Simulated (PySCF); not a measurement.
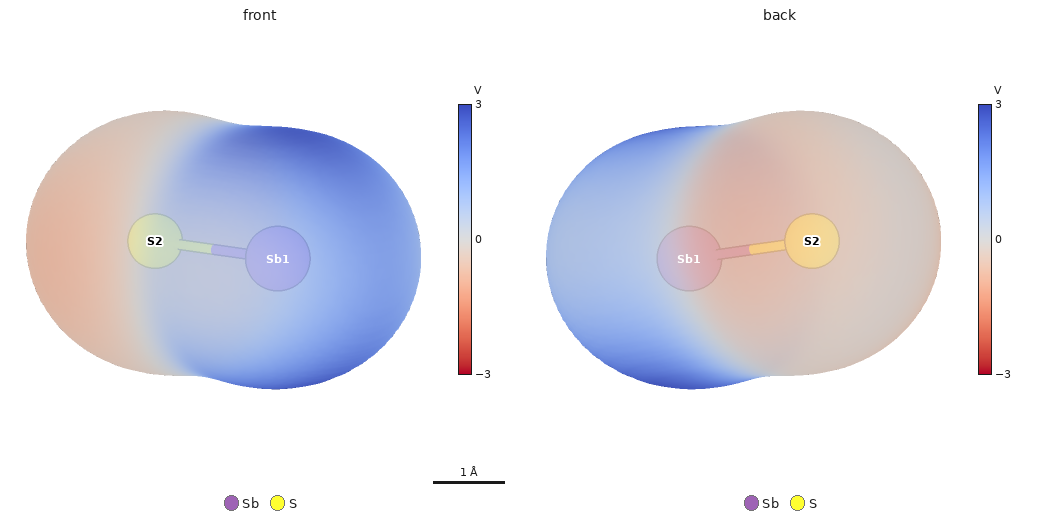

SbS (doublet). The electrostatic potential painted on the density surface at 0.004 e/bohr³, seen from the front and from behind; red is negative and blue positive.

Core potentials replace the inner electrons of Sb.

Method: PBE0/def2-SVPD, non-relativistic Hamiltonian with scalar-relativistic core potentials where named, at a bond length of 2.238 Å in PySCF 2.14.0.

```tsv
atom	x (Å)	y (Å)	z (Å)
Sb	0.0000	0.0000	-0.4680
S	0.0000	0.0000	1.7700
```

Q: Where is the surface potential most negative and most positive?

A: The most negative region (about −0.9 V, or −21 kcal/mol for a unit charge) lies over S2, the most positive (about +2.8 V, or +65 kcal/mol for a unit charge) over Sb1.
